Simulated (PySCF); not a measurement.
# C$_{3}$H$_{5}$O$_{2}$Si (doublet): what the fields show

```xyz
11

O     2.7203   -0.4371   -0.1844
C     1.5205   -0.3262   -0.0604
O     0.8078   -1.3083    0.5713
C    -0.5072   -1.1336    0.6789
C    -1.1333    0.0889    0.1239
Si    0.3331    1.0698   -0.6231
H    -1.0303   -1.9272    1.1794
H    -1.6648    0.6277    0.9131
H    -1.8993   -0.1826   -0.6077
H     0.5919    2.3344    0.0594
H     0.2666    1.1968   -2.0763
```

Geometry: GFN2-xTB.

Theory: UKS B3LYP, pcH-1 on C H O Si, non-relativistic, mean-field spin-orbit, GIAO in PySCF.

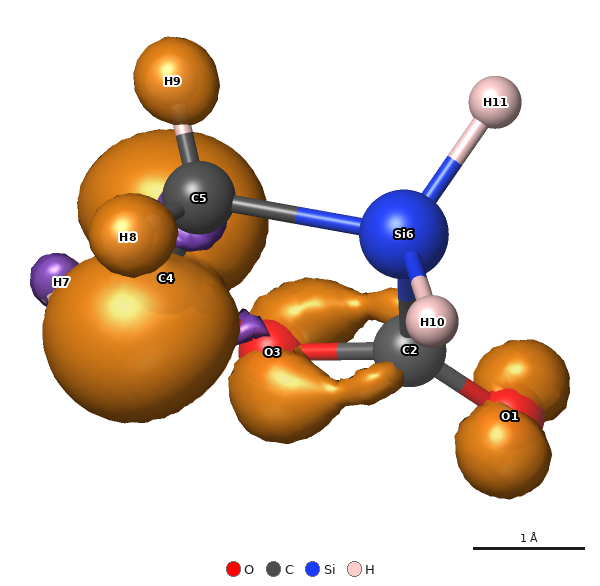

Figure 1. Isosurfaces of the spin density at +0.03 (orange) and −0.03 e/Å³ (purple), seen at an oblique angle.

### Where is the unpaired spin?

The unpaired spin (1 electron) lies mostly on C4 (about 0.6), O3 (about 0.1) and O1 (about 0.1), in electrons by Hirshfeld's partition.

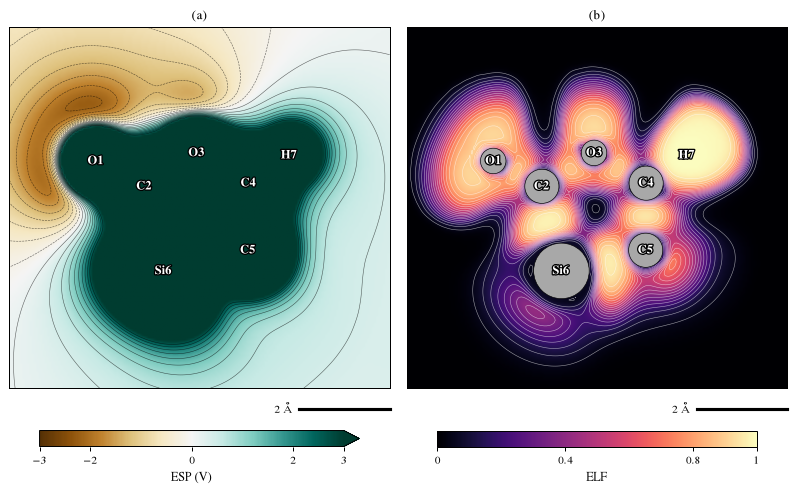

Figure 2. (a) molecular electrostatic potential; (b) ELF on the plane of atoms O3, C4 and C5. Grey discs cover the atomic cores in the ELF map.

### What does the map show?

Atoms in the plane: O, C, Si and H. C–O (1.21 Å): the ELF peaks at about 0.85 between the atoms; a multiple bond. C–C (1.48 Å): the ELF peaks at about 0.95 between the atoms (a shared electron pair). C–Si (1.92 Å): the ELF peaks at about 0.95 between the atoms; localised, covalent bonding. C–H (1.07 Å): the ELF climbs to about 1 towards the hydrogen, as it does in any bond to H; a covalent bond by its length. C–O (1.33 Å): the ELF peaks at about 0.90 between the atoms (a shared but strongly polarised pair). The ELF also peaks beside O1 and O3, away from the bonds: non-bonding electrons, paired or unpaired. Outside the dense part of the molecule the potential is most negative (−2.2 V) near O1.

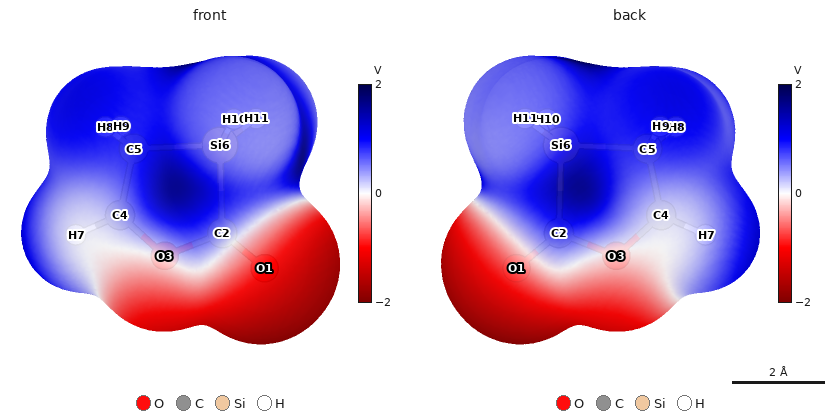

Figure 3. The electrostatic potential painted on the density surface at 0.002 e/bohr³, seen from the front and from behind; red is negative and blue positive.

### Where is the surface potential most negative and most positive?

The most negative region (about −1.9 V) lies over O1, the most positive (about +1.8 V) over Si6. O1 is the likeliest acceptor of a hydrogen bond.
